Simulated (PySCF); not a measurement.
# C$_{5}$H$_{4}$O$_{2}$: what the fields show

| atom | x (Å) | y (Å) | z (Å) |
| --- | --- | --- | --- |
| O | 2.3088 | -1.6569 | -0.4473 |
| C | 1.8060 | -0.5647 | -0.1596 |
| C | 0.3756 | -0.3586 | 0.0112 |
| C | -0.6362 | -1.2609 | 0.1325 |
| C | -1.7168 | -0.2495 | 0.4228 |
| C | -0.5631 | 0.7614 | 0.1688 |
| O | -0.5560 | 1.9670 | 0.2411 |
| H | 2.4880 | 0.2826 | -0.0777 |
| H | -0.6175 | -2.3214 | 0.2904 |
| H | -2.5482 | -0.2844 | -0.2851 |
| H | -2.0722 | -0.3087 | 1.4478 |

Geometry: GFN2-xTB, MD frame at 250 fs, 200 K.

Level of theory: PBE0/pcSseg-1, SCF density, gas phase, non-relativistic (PySCF).

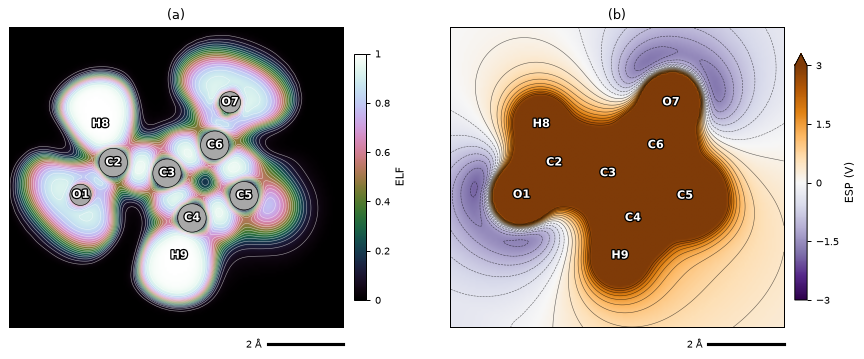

Figure 1. (a) electron localisation function; (b) electrostatic potential on the plane of atoms C4, C3 and C6. Grey discs cover the atomic cores in the ELF map.

What do the fields say about this system?

- The plane passes through O, C and H nuclei.
- C–O (1.21 Å): the ELF peaks at about 0.85 between the atoms (a short, multiple covalent bond).
- C–C (1.36 Å): the ELF peaks at about 0.90 between the atoms; localised, covalent bonding.
- C–H (1.07 Å): the ELF climbs to about 1 towards the hydrogen, as it does in any bond to H: an ordinary covalent bond to hydrogen.
- C–C (1.46 Å): the ELF peaks at about 0.95 between the atoms, as expected for localised, covalent bonding.
- C–C (1.51 Å): the ELF peaks at about 0.95 between the atoms (localised, covalent bonding).
- The ELF also peaks beside O1 and O7, away from the bonds: lone-pair regions.
- Outside the dense part of the molecule the potential is most negative (−1.9 V) near O1.

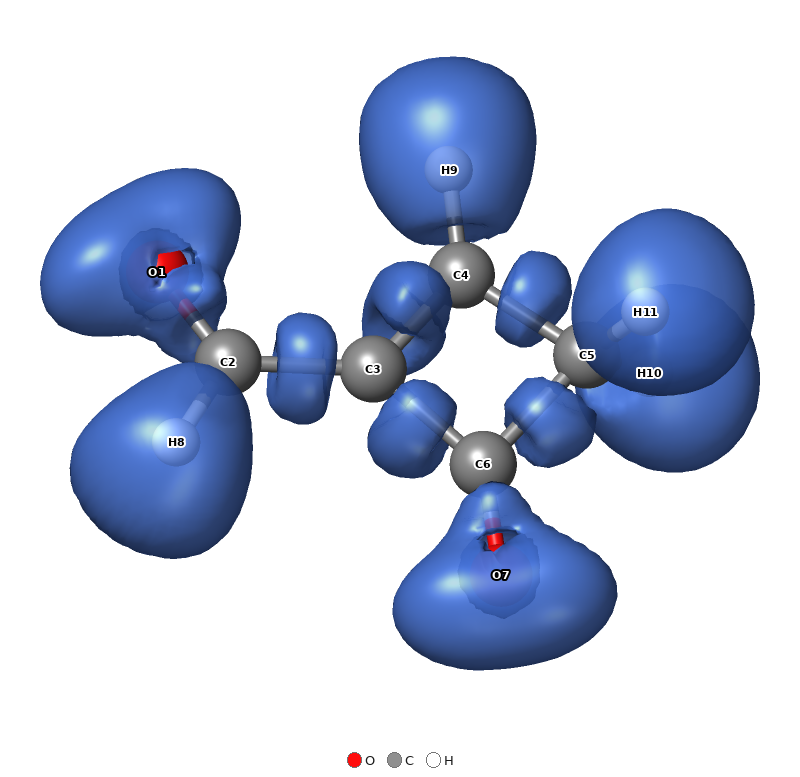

Figure 2. Isosurface of the ELF at 0.75 (blue), seen at a tilt. Only the valence region is drawn (cores and ρ < 0.01 e/Å³ removed).

Identify the bonds, lone pairs and shells in this picture.

The surface consists of five regions between bonded C–C atoms (shared pairs), four regions around hydrogen nuclei and two regions on O in which the atom's valence shell and bonds are merged.

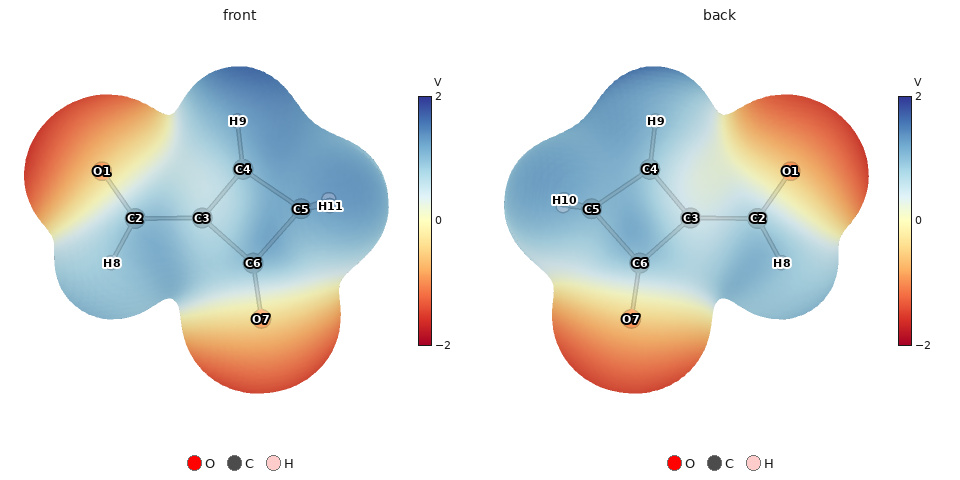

Figure 3. The electrostatic potential painted on the density surface at 0.002 e/bohr³, seen from the front and from behind; red is negative and blue positive.

Which sites attract a positive test charge, and which a negative one?

A positive charge is drawn to the negative regions and a negative charge to the positive ones. The most negative region (about −1.5 V) lies over O1, the most positive (about +1.6 V) over H9. O1 is the likeliest acceptor of a hydrogen bond.

How polar is the molecule by this calculation?

Its dipole moment is 2.76 D.
